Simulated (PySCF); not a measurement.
# SiOBr₂: relaxation and vibrations of the singlet

Aim: relax SiOBr₂ as a singlet from a T-shaped (ligand arrangement 2) start, check by its vibrations whether the end is a minimum, and collect its spectrum and constants.

Program: PySCF 2.14.0. Level of theory: PBE0, basis Si def2-SVP, O def2-SVP, Br def2-SVP, no relativity, density fitting. These are calculated values, not measurements.

## (1) Where the work starts

4 atoms, charge 0, spin multiplicity 1.

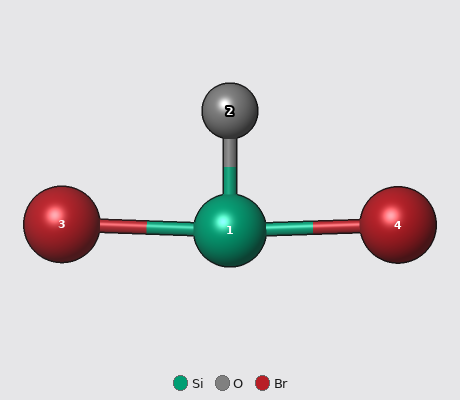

As it starts; silicon teal, oxygen grey, bromine red; atoms are numbered from 1 in the order of the file.

```xyz
4
charge 0 multiplicity 1
Si    0.0000    0.0000   -0.1928
O     0.0000    0.0000    1.4472
Br    2.2986    0.0000   -0.1125
Br   -2.2986    0.0000   -0.1125
```

## (2) Relaxing the singlet from the T-shaped (ligand arrangement 2) start

The steps below are one call of a driver around PySCF. For each, scf.py gives the equivalent set-up of the SCF; relaxations use the driver's own optimiser. Before each start the driver seeks the lowest SCF state from one or more starting densities and follows internal instabilities, so scf.py alone need not reach the same state.

The program finds C2v symmetry in the start, which this walk keeps.

Contents of scf.py:

```python
from pyscf import gto, scf, dft
mol = gto.M(atom='''
Si     0.000000     0.000000    -0.192786
O      0.000000     0.000000     1.447214
Br     2.298600    -0.000000    -0.112486
Br    -2.298600     0.000000    -0.112486''',
    basis={'Si': 'def2-SVP', 'O': 'def2-SVP', 'Br': 'def2-SVP'},
    charge=0, spin=0)
mf = dft.RKS(mol, xc='PBE0')
mf.grids.atom_grid = (50, 194)
aux = {'Si': 'def2-universal-JKFIT', 'O': 'def2-universal-JKFIT', 'Br': 'def2-universal-JKFIT'}
mf = mf.density_fit(auxbasis=aux)
mf.kernel()
```

The optimiser's trace:

| step | energy (Eh) | change (kJ/mol) | largest symmetric gradient (Eh/bohr) |
| --- | --- | --- | --- |
| 0 | -5511.411249 | 0.00 | 0.14437 |
| 1 | -5511.462471 | -134.48 | 0.05945 |
| 2 | -5511.500448 | -234.19 | 0.03307 |
| 3 | -5511.526617 | -302.90 | 0.02944 |
| 4 | -5511.541753 | -342.64 | 0.01521 |
| 5 | -5511.545659 | -352.90 | 0.00195 |
| 6 | -5511.545717 | -353.05 | 0.00218 |
| 7 | -5511.545721 | -353.06 | 0.00077 |
| 8 | -5511.545722 | -353.06 | 0.00002 |

The walk needed 25 s of wall time on 4 threads, shared host.

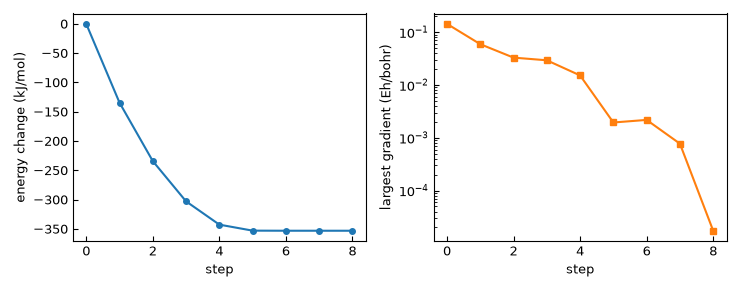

Energy and largest gradient along the walk.

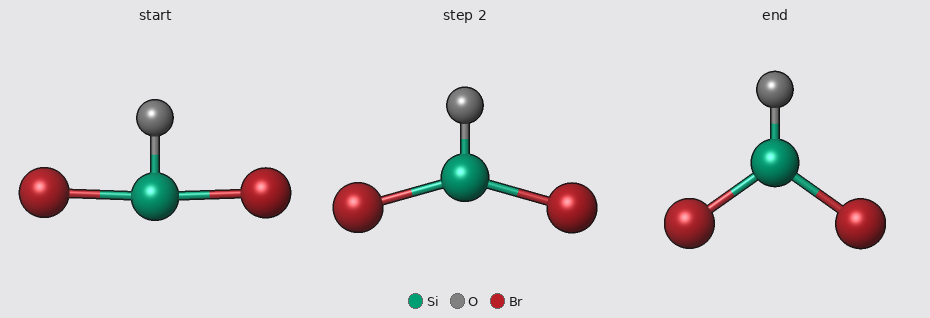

The geometry along the walk, at one scale.

After 8 steps and 353.1 kJ/mol it ends at C2v: Si–Br 2.181 Å (×2), Si–O 1.524 Å; Br–Si–Br 109.1°, Br–Si–O 125.5° (×2).

## (3) Vibrations and properties at this point

The point is checked on the finer grid, and tightened if its gradient asks for it. The Hessian and the dipole derivatives come from central differences of analytic gradients, with steps of 0.01 bohr.

Edit scf.py of step 2 so:

```diff
@@ -3,4 +3,4 @@
-Si     0.000000     0.000000    -0.192786
-O      0.000000     0.000000     1.447214
-Br     2.298600    -0.000000    -0.112486
-Br    -2.298600     0.000000    -0.112486''',
+Si     0.000000    -0.000000     0.868108
+O      0.000000    -0.000000     2.392282
+Br     1.776743    -0.000000    -0.396138
+Br    -1.776743     0.000000    -0.396138''',
@@ -10 +10 @@
-mf.grids.atom_grid = (50, 194)
+mf.grids.atom_grid = (75, 302)
```

The driver hands on the density of the step before, so the log starts near convergence.

SCF at the final geometry:

```text
init E= -5511.54583659243
  HOMO = -0.315952113655325  LUMO = -0.0784425437901839  gap/eV = 6.46296
cycle= 1 E= -5511.54583659236  delta_E= 6.37e-11  |g|= 2.15e-05  |ddm|= 4.17e-05
  HOMO = -0.315957624333873  LUMO = -0.0784454407898427  gap/eV = 6.46304
cycle= 2 E= -5511.54583659214  delta_E= 2.26e-10  |g|= 3.72e-05  |ddm|= 6.31e-05
  HOMO = -0.315953615134914  LUMO = -0.0784440276019898  gap/eV = 6.46297
cycle= 3 E= -5511.54583659247  delta_E= -3.35e-10  |g|= 8.64e-06  |ddm|= 3.99e-05
  HOMO = -0.315954030192897  LUMO = -0.078443780983763  gap/eV = 6.46298
cycle= 4 E= -5511.54583659248  delta_E= -1.09e-11  |g|= 3.41e-08  |ddm|= 7.56e-06
  HOMO = -0.315954023265083  LUMO = -0.0784437754970431  gap/eV = 6.46298
Extra cycle  E= -5511.54583659249  delta_E= -7.28e-12  |g|= 3.71e-08  |ddm|= 6.95e-08
converged SCF energy = -5511.54583659249
```

The whole step took 49 s.

Geometry: C2v; Si–Br 2.181 Å (×2), Si–O 1.524 Å; Br–Si–Br 109.1°, Br–Si–O 125.4° (×2).

Modes, for the most abundant isotopes:

```
symmetry  ω (cm⁻¹)  IR (km/mol)  μ (u)
      a1       127          0.3  52.83
      b2       229         21.1  19.68
      b1       260         30.9  23.98
      a1       367         10.2  30.26
      b2       529          228  30.91
      a1      1257         98.7  19.30
```

No imaginary mode, so this is a minimum.

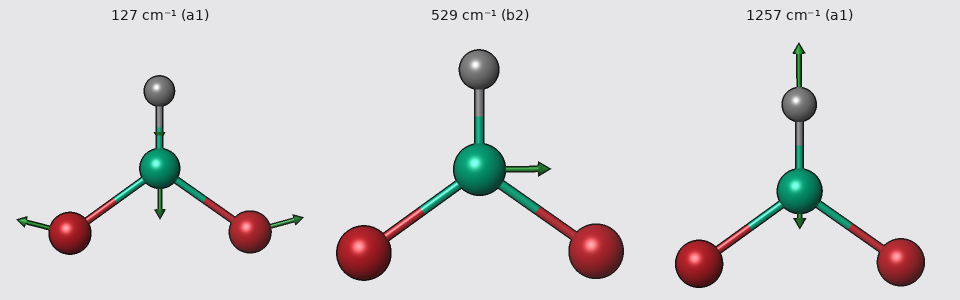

How the atoms move in 3 of the modes.

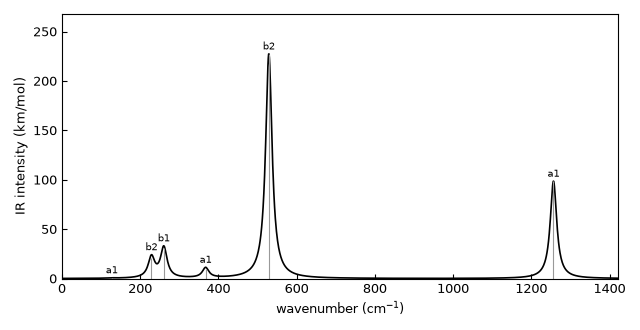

The harmonic infrared spectrum (widths in cm⁻¹). Lines are broadened to a width of 20 cm⁻¹ (Lorentzian).

Properties at this point:

| Item | Value |
| --- | --- |
| Dipole moment | 3.03 D |
| Highest occupied level | -8.60 eV |
| Lowest empty level | -2.13 eV |
| Rotational constants | 0.1227, 0.03383, 0.02652 cm⁻¹ |
| Zero-point energy | 16.6 kJ/mol |
| Principal polarisabilities | 33.7, 54.0, 68.5 bohr³ |
| Atomisation energy without zero-point energy | 1235 kJ/mol |
| Principal traceless quadrupole moments about the centre of mass | -12.06, 6.01, 6.05 D Å |
| Entropy at 298.15 K and 1 bar | 325.4 J/(mol K) |
| Heat capacity Cp at 298.15 K | 68.3 J/(mol K) |
| Enthalpy at 298.15 K above 0 K | 15.77 kJ/mol |
| Rotational symmetry number | 2 |

Populations by atom (charges in e):

| atom | Mulliken | Löwdin | polar tensor | Mayer order to Si1 |
| --- | --- | --- | --- | --- |
| Si1 | 0.72 | 0.34 | 1.48 | – |
| O2 | -0.40 | -0.36 | -0.69 | 2.14 |
| Br3,4 | -0.16 | 0.01 | -0.39 | 1.08 |

Mulliken populations on Si1: s 5.04, p 7.79, d 0.45.

## (4) Outcome

```
                                 quantity                                                                   value
                                  minimum                                                            singlet, C2v
                                 geometry  Si–Br 2.181 Å (×2), Si–O 1.524 Å; Br–Si–Br 109.1°, Br–Si–O 125.4° (×2)
                       wavenumbers (cm⁻¹)             127 (a1), 229 (b2), 260 (b1), 367 (a1), 529 (b2), 1257 (a1)
                            dipole moment                                                                  3.03 D
     highest occupied, lowest empty level                                                         -8.60, -2.13 eV
               polar-tensor charge of Si1                                                                 +1.48 e
                        zero-point energy                                                             16.6 kJ/mol
                      entropy at 298.15 K                                                         325.4 J/(mol K)
atomisation energy (no zero-point energy)                                                             1235 kJ/mol
```

In words: The molecule stays C2v, as typed, and the end point is a minimum. In the infrared the band at 529 cm⁻¹ (b2, mixed) leads. Other starts or spin states, not run here, may lie lower.

The search up to here took 76 s.
